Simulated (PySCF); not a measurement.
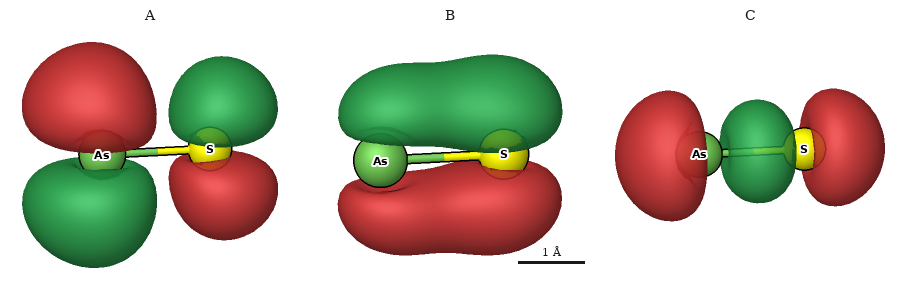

The picture shows: AsS (charge +1). Three frontier orbitals, each drawn at the value that holds 80 % of its norm (green and red are the two phases), in no order; of a degenerate pair one member is drawn.

Computed with PBE0/cc-pVDZ(-PP), non-relativistic Hamiltonian with scalar-relativistic core potentials where named, at a bond length of 1.947 Å in PySCF 2.14.0.

Question: Label each orbital by symmetry, say whether it is occupied, and order them by energy.

Answer: Orbital C: σ, occupied, −16.59 eV; shared between the atoms (As 50 %, S 50 %).
Orbital B: π, occupied, −16.04 eV; bonding, with no node between the atoms.
Orbital A: π, empty, −10.27 eV; antibonding, with a node between the atoms.
